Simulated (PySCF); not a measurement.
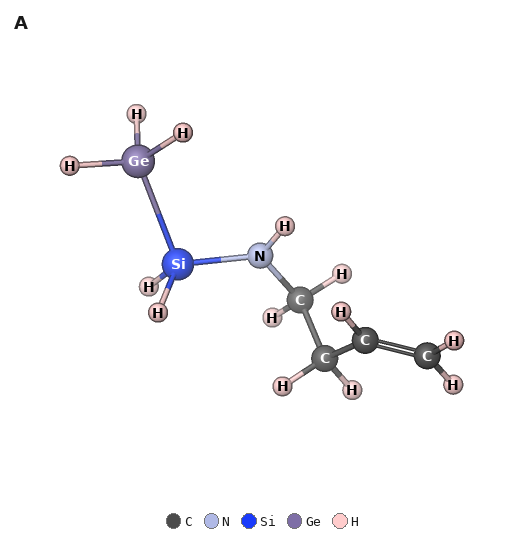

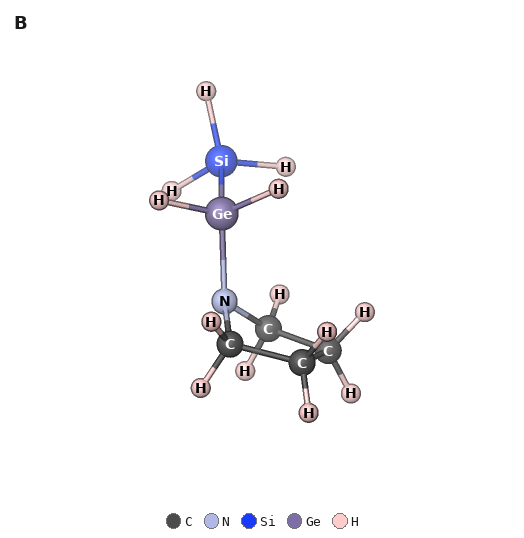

Distant atoms are faded towards the background colour. Computed geometry: PBE0-D3(BJ)/def2-SVP optimisation. No frequency run is at hand to confirm it as a minimum.

> How are A and B related: the same structure turned, mirror images, conformers, diastereomers or constitutional isomers?

They are constitutional isomers of C4H13GeNSi: A is C=CCCN[SiH2][GeH3], B is [SiH3][GeH2][N]1CCCC1
